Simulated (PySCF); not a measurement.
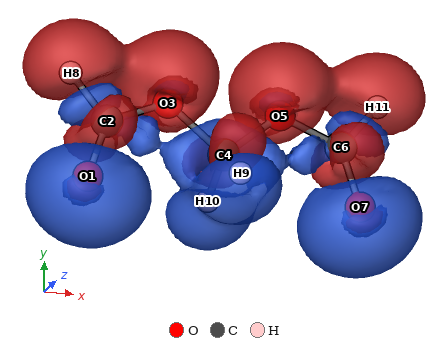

Figure. C3H4O4, charge +1, doublet, SMILES `O=COCOC=[O+]`. Change of the electron density in a uniform field of 0.10 V/Å, surfaces at ±0.0004 e/Å³ (red: gain, blue: loss).

Method: BLYP/6-311+G**; geometry: GFN2-xTB; program: PySCF. No frequency check shows the geometry to be a minimum. The basis has diffuse s and p functions alone, which still leaves polarisabilities too small, most of all across bonds. The stability of the open-shell solution wasn't checked. GFN2-xTB doesn't know the spin state, so this open-shell geometry is rough.

Cartesian coordinates (Å):

```
O1      -2.6996   -0.8844    0.0026
C2      -2.3180    0.2402   -0.0010
O3      -1.1096    0.7255   -0.0023
C4      -0.0003   -0.1610   -0.0019
O5       1.1096    0.7255    0.0027
C6       2.3181    0.2402    0.0014
O7       2.6997   -0.8845   -0.0020
H8      -3.0370    1.1060   -0.0039
H9      -0.0020   -0.7927    0.9029
H10      0.0021   -0.7929   -0.9022
H11      3.0371    1.1060    0.0042
```

The field was applied in both directions; the picture shows the one opposite to the script's first.

> Along which Cartesian direction does the field point?

Along −y: electrons gather on the +y side, against the field.

> How large is the response?

The induced dipole is 0.24 D (along the field); α along this axis, from the fields in both directions, is 46 bohr³ (6.9 Å³).
